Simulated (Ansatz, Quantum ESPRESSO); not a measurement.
# SiBi (Pm-3m): phonons by linear response, part 3 of 3

Aim: the phonon dispersion of SiBi (Pm-3m), checked by a second program.

Quantum ESPRESSO 7.5; DFT LDA, scalar-relativistic, plane waves, PseudoDojo norm-conserving pseudopotentials.

So far, highest frequency (cm⁻¹): step 7 (dispersion) 145. The relaxed cell has a = 3.553 Å (conventional setting).

The structure was built from a prototype and need not be the compound's stable phase.

## (9) Zone-centre analysis

A rigid shift of the crystal must cost nothing, but grids and finite bases break this; the acoustic sum rule is imposed before the matrix is diagonalised again.

Contents of dynmat.in:

```
&INPUT
  fildyn = 'x.dyn1'
  asr    = 'simple'
  fileig = 'dynmat.eig'
/
```

On the command line:

```bash
$ dynmat.x -in dynmat.in > dynmat.out
```

Log:

```text
[banner, memory and clock lines left out]
Program DYNMAT v.7.5

     Reading Dynamical Matrix from file x.dyn1
     ...Force constants read
     ...epsilon and Z* not read (not found on file)
     A direction for q was not specified:TO-LO splitting will be absent

     Polarizability (A^3 units)
     multiply by 1.000000 for Clausius-Mossotti correction
         0.000000    0.000000    0.000000
         0.000000    0.000000    0.000000
         0.000000    0.000000    0.000000

     IR activities are in (D/A)^2/amu units

# mode   [cm-1]    [THz]      IR
    1     -0.00   -0.0000    0.0000
    2     -0.00   -0.0000    0.0000
    3      0.00    0.0000    0.0000
    4    122.02    3.6580    0.0000
    5    122.02    3.6580    0.0000
    6    122.02    3.6580    0.0000
```

Run time: 0.46 s. Hardware: 1 thread of Arm Neoverse V1, shared host.

Unit eigenvectors of the mass-weighted matrix after the sum rule; no LO-TO term. Modes at Γ, with each element's share of the kinetic energy:

```
mode  frequency (cm⁻¹)  symmetry  Bi %  Si %
   1               0.0  acoustic    88    12
   2               0.0  acoustic    88    12
   3               0.0  acoustic    88    12
   4             122.0       T1u    12    88
   5             122.0       T1u    12    88
   6             122.0       T1u    12    88
```

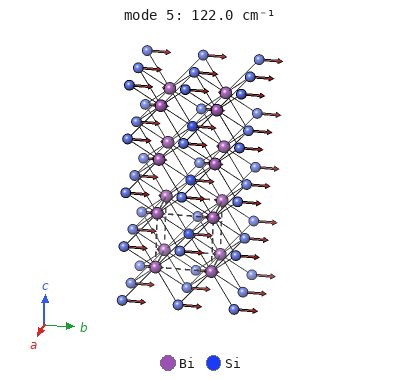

Displacement patterns of mode 5 at Γ; arrows are exaggerated. 1×1×3 cells are drawn. Some periodic images of atoms are drawn too.

The rule moves no optical mode by more than 0.1 cm⁻¹.

## (10) Sum rules set otherwise (asr no)

Without the rule the raw error of the acoustic modes shows.

Contents of dynmat.in:

```
&INPUT
  fildyn = 'x.dyn1'
  asr    = 'no'
  fileig = 'dynmat.eig'
/
```

On the command line:

```bash
$ dynmat.x -in dynmat.in > dynmat.out
```

Log:

```text
[banner, memory and clock lines left out]
Program DYNMAT v.7.5

     Reading Dynamical Matrix from file x.dyn1
     ...Force constants read
     ...epsilon and Z* not read (not found on file)
     A direction for q was not specified:TO-LO splitting will be absent

     Polarizability (A^3 units)
     multiply by 1.000000 for Clausius-Mossotti correction
         0.000000    0.000000    0.000000
         0.000000    0.000000    0.000000
         0.000000    0.000000    0.000000

     IR activities are in (D/A)^2/amu units

# mode   [cm-1]    [THz]      IR
    1     -1.29   -0.0388    0.0000
    2     -1.29   -0.0388    0.0000
    3     -1.29   -0.0388    0.0000
    4    122.02    3.6579    0.0000
    5    122.02    3.6579    0.0000
    6    122.02    3.6579    0.0000
```

It took 0.46 s on 1 thread.

Zone-centre frequencies as printed; negative means imaginary. Modes:

```csv
mode,frequency (cm⁻¹)
1,-1.29
2,-1.29
3,-1.29
4,122
5,122
6,122
```

Against the first rule no mode moves by more than 1.3 cm⁻¹.

## (11) Sum rules set otherwise: a sum rule for molecules or wires on a crystal

This rule also removes rotations, which suits molecules and not a crystal; it is tried to see the harm.

Contents of dynmat.in:

```
&INPUT
  fildyn = 'x.dyn1'
  asr    = 'zero-dim'
  fileig = 'dynmat.eig'
/
```

On the command line:

```bash
$ dynmat.x -in dynmat.in > dynmat.out
```

Log:

```text
[banner, memory and clock lines left out]
Program DYNMAT v.7.5

     Reading Dynamical Matrix from file x.dyn1
     ...Force constants read
     ...epsilon and Z* not read (not found on file)
     Acoustic Sum Rule: || Z*(ASR) - Z*(orig)|| =    0.000000E+00
     Acoustic Sum Rule: ||dyn(ASR) - dyn(orig)||=    7.888890E-02
     A direction for q was not specified:TO-LO splitting will be absent

     Polarizability (A^3 units)
     multiply by 1.000000 for Clausius-Mossotti correction
         0.000000    0.000000    0.000000
         0.000000    0.000000    0.000000
         0.000000    0.000000    0.000000

     IR activities are in (D/A)^2/amu units

# mode   [cm-1]    [THz]      IR
    1     -0.00   -0.0000    0.0000
    2     -0.00   -0.0000    0.0000
    3      0.00    0.0000    0.0000
    4      0.00    0.0000    0.0000
    5      0.00    0.0000    0.0000
    6    122.00    3.6575    0.0000
```

Elapsed: 0.46 s, on 1 thread.

The run ended normally, but on settings that are not sound.

The fault: a sum rule for molecules or wires on a crystal; 2 optical modes are projected out to zero frequency, as if they were rotations.

For a crystal the rule has to be 'simple' or 'crystal'.

Zone-centre frequencies as printed; negative means imaginary. Modes:

```
mode  frequency (cm⁻¹)
   1                 0
   2                 0
   3                 0
   4                 0
   5                 0
   6               122
```

## (12) The dispersion under another sum rule (asr no)

The sum rule corrects the force constants themselves, so it can shift branches at any wavevector, low ones most.

Contents of matdyn.in:

```
&INPUT
  asr              = 'no'
  flfrc            = 'x.fc'
  flfrq            = 'x.freq'
  flvec            = 'x.modes'
  q_in_band_form   = .true.
  q_in_cryst_coord = .true.
/
8
  0.0000000   0.0000000   0.0000000   8  ! GAMMA
  0.0000000   0.5000000   0.0000000   8  ! X
  0.5000000   0.5000000   0.0000000   8  ! M
  0.0000000   0.0000000   0.0000000   8  ! GAMMA
  0.5000000   0.5000000   0.5000000   8  ! R
  0.0000000   0.5000000   0.0000000   1  ! X
  0.5000000   0.5000000   0.5000000   8  ! R
  0.5000000   0.5000000   0.0000000   1  ! M
```

On the command line:

```bash
$ matdyn.x -in matdyn.in > matdyn.out
```

Log:

```text
[banner, memory and clock lines left out]
Program MATDYN v.7.5

 mass for atomic type   1 not given; uses mass from file x.fc
 mass for atomic type   2 not given; uses mass from file x.fc
     Message from routine matdyn:
     Z* not found in file x.fc, TO-LO splitting at q=0 will be absent!
     Message from routine matdyn:
     Z* not found in file x.fc, TO-LO splitting at q=0 will be absent!

Note: The following floating-point exceptions are signalling: IEEE_UNDERFLOW_FLAG
```

Elapsed: 0.46 s, on 1 thread.

Read from the output:

| Quantity | Value |
| --- | --- |
| lowest frequency on the path | -40.77 cm⁻¹ |

At the labelled points the branches move by no more than 1.4 cm⁻¹.

## (13) The same in Ansatz

The same cell goes through another code at the same cutoff. The files are of one family, but Ansatz's library holds files of its own making for some heavy elements, so those for Bi may differ. Its k mesh is centred on Γ.

This step: DFT LDA, scalar-relativistic, plane waves, norm-conserving pseudopotentials of its library (PseudoDojo's, some remade) (Ansatz 0.2.0).

Contents of input.yaml:

```yaml
crystal:
  lattice:
    - [3.5530075953, 0.0, 0.0]
    - [0.0, 3.5530075953, 0.0]
    - [0.0, 0.0, 3.5530075953]
  atoms:
    - { symbol: Bi, position: [0.0, 0.0, 0.0] }
    - { symbol: Si, position: [0.5, 0.5, 0.5] }
kpoints:
  mp_grid: { grid: [10, 10, 10] }
hamiltonian:
  xc: lda
  pseudopotentials: { kind: nc, accuracy: standard }
scf:
  occupations: { method: cold, width: 0.27211 }
output:
  eigenvalues: true
basis:
  ecutwfc: 952.399
phonons:
  method: dfpt
  qmesh: [2, 2, 2]
  temperatures: { t_max: 1000, t_step: 50 }
  qpath:
    path:
      - [[0.0, 0.0, 0.0], [0.0, 0.5, 0.0], [0.5, 0.5, 0.0], [0.0, 0.0, 0.0], [0.5, 0.5, 0.5], [0.0, 0.5, 0.0]]
      - [[0.5, 0.5, 0.5], [0.5, 0.5, 0.0]]
    npoints: 12
```

On the command line:

```bash
$ ansatz run input.yaml --threads 4 --pin off --max-ram 8192MiB --backend cpu --events-out ev --progress --plain --runs-dir out
```

Log:

```text
Engine: ansatz 0.2.0, aarch64-unknown-linux-gnu
Pseudopotentials: kind: nc
Pseudopotential: Bi, nc, valence charge 15, recommended cutoff 952.398519 eV (normal), Bi.nc.azcp (PseudoDojo's, or run here from an input of PseudoDojo's; its table is named by hamiltonian.pseudopotentials.accuracy)
Pseudopotential: Si, nc, valence charge 4, recommended cutoff 435.38218 eV (normal), Si.nc.azcp (PseudoDojo's, or run here from an input of PseudoDojo's; its table is named by hamiltonian.pseudopotentials.accuracy)
Functional definition: SPW92
  exchange = slater_x
  correlation = pw_c
Crystal: 2 atoms, lattice volume = 44.853 Å³
Basis set: ecut = 952.399 eV, 2945 PW (Γ), exchange–correlation on 72×72×72 points (8 copies of the dense FFT grid, shifted against one another)
Bands: 14, of which v1, the nominal top of the filled ones, is band 10 counted from 1 (9 counted from 0)
Symmetry: 48 space group operations
k-points: 56 of 1000
Non-local potential: Bi, projectors of the file, l = 0: 2, l = 1: 2, l = 2: 2, l = 3: 2
Non-local potential: Si, projectors of the file, l = 0: 2, l = 1: 2, l = 2: 2
Initial density: superposition of atomic densities (chi_scale 0.1, normalization cell, long waves kept (reshape's long-wave potential 0.00 eV rms))
Initial wavefunctions: pseudopotential atomic-orbital guess
Functional: x = slater, c = lda
SCF iter   1: F=—  HF=-2337.522827 eV  |F-HF|=—  |Δ(HF+E_count)|=         —  Δρ=1.64e-2  dr2=2.60e-1  ethr=3.10e-3  ⟨swp⟩=5.4  Hψ=4313  notcnv=0
preconditioner: auto → none  [metal: Δε(μ)=0.184 eV  Ē_g=18.282 eV  σ=0.272 eV  W_gap=0.40  n_scr=6 (ndim 8)  ℏωp=24.2 eV  f_vac=0.000  D(μ)=1.08/eV (n_scr^D=6)  sad-step TF]
SCF iter   2: F=—  HF=-2337.463353 eV  |F-HF|=—  |Δ(HF+E_count)|=   5.95e-2  S|Δr|=    0.00e0  Δρ=9.83e-3  dr2=8.73e-2  ethr=1.37e-3  ⟨swp⟩=1.0  Hψ=1232  notcnv=0
SCF iter   3: F=—  HF=-2337.433725 eV  |F-HF|=—  |Δ(HF+E_count)|=   2.96e-2  S|Δr|=    0.00e0  Δρ=8.82e-4  dr2=4.67e-4  ethr=4.59e-4  ⟨swp⟩=2.7  Hψ=1247  notcnv=0
SCF iter   4: F=—  HF=-2337.433678 eV  |F-HF|=—  |Δ(HF+E_count)|=   4.62e-5  S|Δr|=    0.00e0  Δρ=1.54e-4  dr2=6.43e-6  ethr=2.46e-6  ⟨swp⟩=1.9  Hψ=1119  notcnv=0
SCF iter   5: F=—  HF=-2337.433674 eV  |F-HF|=—  |Δ(HF+E_count)|=   4.11e-6  S|Δr|=    0.00e0  Δρ=2.44e-5  dr2=7.87e-8  ethr=3.38e-8  ⟨swp⟩=2.6  Hψ=1267  notcnv=0
SCF iter   6: F=—  HF=-2337.433677 eV  |F-HF|=—  |Δ(HF+E_count)|=   2.59e-6  S|Δr|=    0.00e0  Δρ=4.79e-6  dr2=1.37e-8  ethr=4.14e-10  ⟨swp⟩=2.5  Hψ=1350  notcnv=0
SCF iter   7: F=—  HF=-2337.433677 eV  |F-HF|=—  |Δ(HF+E_count)|=   4.73e-9  S|Δr|=    0.00e0  Δρ=2.50e-7  dr2=1.20e-11  ethr=7.21e-11  ⟨swp⟩=2.0  Hψ=1299  notcnv=0
SCF iter   8: F=-2337.433677 eV  HF=-2337.433677 eV  |F-HF|=0.00e0  |Δ(HF+E_count)|=  1.36e-12  S|Δr|=    0.00e0  Δρ=4.13e-8  dr2=3.67e-13  ethr=1.00e-12  ⟨swp⟩=9.7  Hψ=4938  notcnv=0
SCF 1 converged in 8 iterations: F = -2337.433677 eV  dr2 = 3.67e-13
phonons: the bands overlap, so this run is a metal and interpolates without the dipole-dipole term. If the crystal is really an insulator or semiconductor, its LO-TO splitting is missing
NSCF: frozen V_eff on 56 k-points
NSCF: frozen V_eff on 126 k-points
DFPT response loops at q = (0, 0, 0) (fractional): preconditioner auto → Kerker (q_TF=auto, 2.364 Å⁻¹) (partly filled bands, converged f_vac=0.000); β = 1.00, the filter's whole step (`scf.mixing.beta` (0.50) is not read by the response loops under this deck's `scf.mixing.preconditioner`; to damp them name `kerker` or `kerker_dos`, under which they read `scf.mixing.beta`, and type it under 1.00, their step now; both keys bind the ground state too); Broyden in place of MSR1
NSCF: frozen V_eff on 432 k-points
DFPT response loops at q = (0, 0, -0.5) (fractional): mixed as the last ones told, above
NSCF: frozen V_eff on 432 k-points
DFPT response loops at q = (0, -0.5, -0.5) (fractional): mixed as the last ones told, above
NSCF: frozen V_eff on 252 k-points
DFPT response loops at q = (-0.5, -0.5, -0.5) (fractional): mixed as the last ones told, above
SCF converged after 8 iterations
Stability not checked: this state was not tested for a lower state beside it, because cold or Methfessel-Paxton smearing, or corrected tetrahedra, fill the levels in a way that the test cannot read (fill_not_monotonic; see scf.lower_state_search)
Free energy (F): -2337.433677 eV
Harris-Foulkes:  -2337.433677 eV  (|F-HF|=0.00e0)
Internal energy: -2337.430934 eV  (E = F + TS)
E sigma→0 (E₀):  -2337.432762 eV
Entropy (-TS):   -0.002743 eV (-1.371 meV/atom)
Fermi energy:    11.521960 eV
--- Per-component energies (eV) ---
  E_band       = -59.628946
  E_kinetic    = 1103.553054
  E_local      = -1309.970474  (includes V_loc(G=0)·N_el)
  E_nonlocal   = -396.232271
  E_hartree    = 463.720286
  E_xc         = -617.865167
  E_vxc        = -384.419813  (∫ρ·V_xc dr)
  E_ewald      = -1580.636361
  E_smearing   = -0.002743  (= −TS)
  E_closure    = -0.000000  (closes the sum)
  Σ components = -2337.433677   (vs F -2337.433677, Δ=0.00e0)
--- Band table (eV; the first three rows and the last of 56) ---
  k-point 0: bands = [... 6 lower, 7.2565, 10.1900, 10.1900, 10.1900, 14.9578, 14.9578, 18.9267, 18.9267]
  k-point 1: bands = [... 6 lower, 6.7208, 10.2102, 10.3191, 10.3191, 15.0423, 15.7539, 18.2916, 18.4259]
  k-point 2: bands = [... 6 lower, 5.4751, 10.4318, 10.7027, 10.7027, 15.2914, 16.7053, 17.2430, 17.2430]
  k-point 55: bands = [... 6 lower, 6.0891, 8.5882, 8.5882, 8.5882, 9.6802, 9.6802, 9.6802, 27.8142]
--- Phonons (Γ-DFPT): 2 representative perturbations + reference (Σ response iterations 5) ---
  ASR residual: 4.960e-5 → 0.000e0 eV/Å²; symmetrization residual: 2.773e-6 eV/Å²
  ASR residual per site (eV/Å²): 4.96e-5 2.16e-5
  Γ frequencies (cm⁻¹): 0.00 0.00 0.00 120.78 120.78 120.78
--- Phonons (arbitrary-q DFPT): 4 irreducible q on the 2×2×2 mesh ---
  q = [0.0000, 0.0000, 0.0000] (star 1, of the zone-centre solve; hermiticity 4.18e-6, symmetrization 5.75e-14): -0.00 -0.00 0.00 120.78 120.78 120.78
  q = [0.0000, 0.0000, -0.5000] (star 3, 4 solved perturbations in 684 linear systems a pass and spin channel, the states on 216 of 1000 k-point pairs; hermiticity 7.84e-9, symmetrization 4.86e-9, the responses' own estimated error 4.6e-5 eV/Å²): 38.75 38.75 83.01 132.01 132.01 143.71
  q = [0.0000, -0.5000, -0.5000] (star 3, 4 solved perturbations in 684 linear systems a pass and spin channel, the states on 216 of 1000 k-point pairs; hermiticity 6.97e-7, symmetrization 2.02e-11, the responses' own estimated error 4.8e-5 eV/Å²): -40.84 -25.94 -25.94 45.92 100.26 100.26
  q = [-0.5000, -0.5000, -0.5000] (star 1, 2 solved perturbations on 126 of 1000 k-point pairs; hermiticity 1.10e-10, symmetrization 5.52e-11, the responses' own estimated error 3.9e-5 eV/Å²): 72.78 72.78 72.78 103.02 103.02 103.02
  sum rule: each row above includes the acoustic sum rule's correction from the zone centre's row sums; it moved no ω² by more than (0.46 cm⁻¹)²
  mesh force constants: q→R imaginary residual 1.89e-17; ASR residual 4.960e-5 → 0.000e0 eV/Å²; symmetrization residual 3.109e-15 eV/Å²
  interpolated dispersion: 74 rows × 6 modes
  density of states and harmonic sums: on the 18×18×18 q-mesh, interpolated from the force constants of a 2×2×2 supercell (no non-analytic term)
  largest difference from the sums on the solved wave vectors: F 3.54e-1 eV, S 4.68e-4 and C_V 1.14e-4 eV/K
  zero-point energy: 0.028128 eV/cell   skipped modes (ω ≤ 0): 49, of them read as no rigid motion or as one in doubt: 46 (1.785e-1 modes/cell left out, lowest -40.84 cm⁻¹)   left out of the sums: 2.98e-2 of the cell's modes: C_V's classical limit lies that fraction below 3 k_B per atom; for a crystal, a wire or a layer, F and S can be off by more, and a phonons.interpolated_qmesh denser along its periods is the remedy for the sampling
```

Wall time 56 s (4 threads); peak memory 1.1 GiB; 3.6 min of CPU time.

Read from the output:

```yaml
sum_rule_residual_before_enforcement: 4.96e-5 eV/Å²
lowest_frequency_on_the_path: -40.84 cm⁻¹
share_of_modes_beyond_3i_cm_minus1_on_the_dense_interpolated_mesh: 0.0326
highest_optical_zone_centre_mode_no_lo_to_term: 120.8 cm⁻¹
lowest_optical_zone_centre_mode: 120.8 cm⁻¹
lowest_mode_on_the_q_mesh_acoustic_ones_at_the_zone_centre_apart: -40.84 cm⁻¹
```

## (14) Side by side: QE PseudoDojo and Ansatz, library NC

Numbers from this step:

```
root-mean-square difference             : 1.22 cm⁻¹
largest difference                      : 2.02 cm⁻¹
root-mean-square difference on the path : 1.2 cm⁻¹
largest difference on the path          : 6 cm⁻¹
```

The 12 of 21 modes that differ most. Frequencies side by side:

```
q (reciprocal lattice)  mode  QE PseudoDojo (cm⁻¹)  Ansatz, library NC (cm⁻¹)
                 0 0 0     4                   122                      120.8
                 0 0 0     5                   122                      120.8
                 0 0 0     6                   122                      120.8
              0 0 -0.5     4                   133                        132
              0 0 -0.5     5                   133                        132
           0 -0.5 -0.5     2                -24.97                     -25.94
           0 -0.5 -0.5     4                 47.61                      45.92
           0 -0.5 -0.5     5                 102.3                      100.3
           0 -0.5 -0.5     6                 102.3                      100.3
        -0.5 -0.5 -0.5     4                 104.6                        103
        -0.5 -0.5 -0.5     5                 104.6                        103
        -0.5 -0.5 -0.5     6                 104.6                        103
```

At the solved wavevectors the largest difference (acoustic modes at Γ apart) is 1 % of the highest mode (on the interpolated path 4 %).

## (15) Summary of results

```json
{"space group after relaxation": "Pm-3m", "volume per atom": "22.4 Å³", "highest optical zone-centre mode (no LO-TO term)": "122.0 cm⁻¹", "q mesh": "2×2×2", "lowest mode on the q mesh (acoustic ones at the zone centre apart)": "-40.8 cm⁻¹", "imaginary modes on the q mesh": "yes", "largest difference from Ansatz, library NC": "2.02 cm⁻¹"}
```

In words: SiBi (Pm-3m) is unstable: a mode solved on the 2×2×2 mesh is imaginary, 41i cm⁻¹; its spectrum reaches 145 cm⁻¹. At the LDA level the optical modes of SiBi (Pm-3m) at the zone centre lie at 122 cm⁻¹. The most unstable solved mode lies at q = (0, -0.5, -0.5), on the zone boundary, so the distortion that it points to doubles the cell. QE PseudoDojo and Ansatz, library NC differ by 1.2 cm⁻¹ in the root mean square and by 2.0 cm⁻¹ at most, 1.4 % of the highest mode compared (acoustic modes at Γ left out; ph.x's values are those before the sum rule); the two use different potentials, and the cell was not relaxed for the second set. Their interpolated bands part by up to 6 cm⁻¹. These are harmonic frequencies at zero temperature: anharmonic shifts and linewidths and thermal expansion are left out. Spin-orbit coupling is left out, which can matter for the heavy elements here. In a metal the frequencies hang on the k mesh and the smearing, most of all near Kohn anomalies. The runs are without spin polarisation, although the cell has an odd electron count or an open d or f shell, so a magnetic state was not tested. The total energies of the two programs lie far apart, so at least one potential file in Ansatz's library differs from the published one read by the first program. The q mesh stands for a supercell only 7.1 Å across, so branches between the solved wavevectors are rough. The structure is a hypothetical one, built on a prototype.

[Host names and launcher messages were left out of these logs when they were recorded.]

[Logs are printed without paths, hosts, clocks, repeated set-up lines and the standing remarks that a program may print on its own settings, such as how far it seeks lower states.]

[Hosts, paths, dates, database ids (printed as entryN), source tags and the programs' standing remarks are cut or masked in the printed files.]
